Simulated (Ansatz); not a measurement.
Level of theory: PBE (plane waves to 420 eV, PAW; Ansatz, an electronic-structure program).

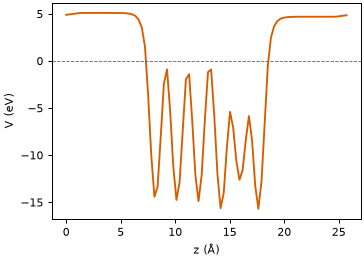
*Electrostatic potential energy of an electron, averaged over planes parallel to the surface, in eV from the Fermi level, for a constructed model of the (100) surface of fcc Pd, a layer of Ge in place of the second plane (bottom of the slab: a bare face, its two planes held)*

Set-up: 6 atoms, 9.6 Å thick at the start (thin: gaps and levels are the slab's own); mesh 13x13x1; 0.1 eV smearing; dipole correction on; 2 atoms held, the rest relaxed; symmetry of the start imposed; no spin, no spin-orbit, no U. It is one candidate, not shown to be the stable structure of the face.

The vacuum level lies 4.68 eV above the Fermi level over the top face and 5.08 eV above it under the bottom face.
